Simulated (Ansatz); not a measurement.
```yaml
crystal:
  lattice:
    - [9.05787, 0.00000, -0.01731]
    - [0.00000, 4.52965, 0.00000]
    - [-2.35737, 0.00000, 6.37691]
  atoms:
    - { symbol: Al, position: [0.39959, 0.32110, 0.04548] }
    - { symbol: Al, position: [0.89959, 0.82110, 0.04548] }
    - { symbol: Al, position: [0.39959, 0.67890, 0.54548] }
    - { symbol: Al, position: [0.89959, 0.17890, 0.54548] }
    - { symbol: Al, position: [0.10041, 0.82110, 0.45452] }
    - { symbol: Al, position: [0.60041, 0.32110, 0.45452] }
    - { symbol: Al, position: [0.10041, 0.17890, 0.95452] }
    - { symbol: Al, position: [0.60041, 0.67890, 0.95452] }
    - { symbol: Cu, position: [0.29932, 0.17162, 0.34935] }
    - { symbol: Cu, position: [0.79932, 0.67162, 0.34935] }
    - { symbol: Cu, position: [0.29932, 0.82838, 0.84935] }
    - { symbol: Cu, position: [0.79932, 0.32838, 0.84935] }
    - { symbol: Cu, position: [0.20068, 0.67162, 0.15065] }
    - { symbol: Cu, position: [0.70068, 0.17162, 0.15065] }
    - { symbol: Cu, position: [0.20068, 0.32838, 0.65065] }
    - { symbol: Cu, position: [0.70068, 0.82838, 0.65065] }
    - { symbol: Cu, position: [0.00000, 0.32785, 0.25000] }
    - { symbol: Cu, position: [0.50000, 0.82785, 0.25000] }
    - { symbol: Cu, position: [0.00000, 0.67215, 0.75000] }
    - { symbol: Cu, position: [0.50000, 0.17215, 0.75000] }
```

Space group C2/c; a structure generated by program, which may or may not match a known phase; computed pressure about −4 GPa in this cell; computed without spin polarisation.

All numbers below come from DFT r2SCAN, scalar-relativistic, plane waves, PAW in Ansatz.

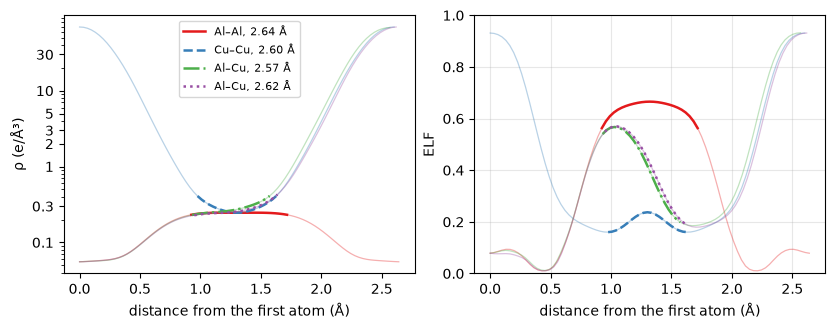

Al2Cu3. Valence electron density and electron localisation function along straight lines between neighbouring atoms. Thin, pale parts lie inside the atomic spheres.

In a PAW calculation such maps are meaningful between the atoms, not at the nuclei.

**What can be read from the curves?**

Al–Al (2.64 Å): the density is about 0.25 e/Å³ at the midpoint; the ELF peaks at about 0.65 between the atoms.
Cu–Cu (2.60 Å): ρ is about 0.25 e/Å³ halfway; the ELF is about 0.25 at the midpoint; no localised pair shows between them.
Al–Cu (2.57 Å): ρ at the midpoint is about 0.27 e/Å³; the ELF is about 0.45 at the midpoint.
Al–Cu (2.62 Å): ρ at the midpoint is about 0.26 e/Å³; the ELF is about 0.45 at the midpoint.
